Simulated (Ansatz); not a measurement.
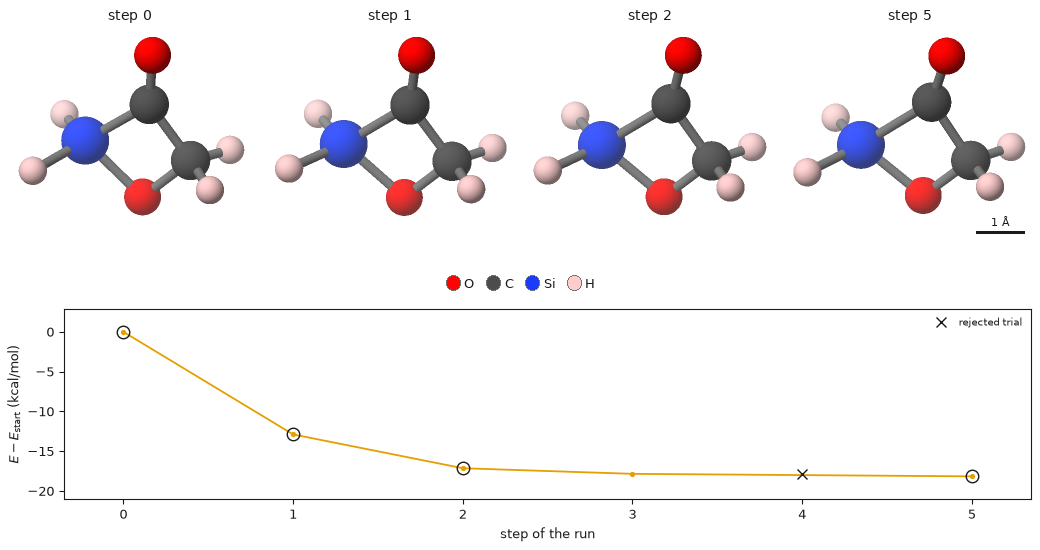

Frames of a relaxation of C$_{2}$H$_{4}$O$_{2}$Si (coarse preliminary run), marked on the history of the run. The picture is a ball-and-stick view, seen at a tilt.

The start comes from a force field.

Method: RKS PBE-D4/def2-SVP in Ansatz. Settings: force threshold 0.03 eV/Å; at most 200 steps.

Describe the path.

Over 4 accepted moves (5 points after the start) the energy falls by 18.2 kcal/mol. The largest force component goes from 4.5 to 0.025 eV/Å. The line search rejected the trial step at point 4 of the run. The largest move after the best rigid fit is that of an O atom, 0.32 Å. By element the largest moves are O 0.32 Å, H 0.21 Å, Si 0.15 Å, C 0.07 Å. Near-neighbour distances that change, for instance: C–Si 1.769 → 1.982 Å, C–O 1.494 → 1.437 Å, H–Si 1.473 → 1.505 Å, H–Si 1.536 → 1.505 Å. Bond angles that change, for instance: O–C–Si 130.2° → 144.6°, O–C–C 140.8° → 130.6°, C–O–Si 91.2° → 98.9°. The run took 12 s on 2 threads of Arm Neoverse V2, with other jobs on the host. From step 0 to 1: an H atom moves most (0.14 Å), energy −12.9 kcal/mol. From step 1 to 2: an O atom moves most (0.15 Å), energy −4.25 kcal/mol. From step 2 to 5: an O atom moves most (0.08 Å), energy −1.02 kcal/mol.

| step | E − E(0), kcal/mol | largest force component, eV/Å | note |
| --- | --- | --- | --- |
| 0 | 0.00 | 4.4979 |  |
| 1 | -12.89 | 1.9521 |  |
| 2 | -17.14 | 1.3417 |  |
| 3 | -17.84 | 0.5374 |  |
| 4 | -17.82 | 0.4646 | rejected |
| 5 | -18.16 | 0.0250 |  |
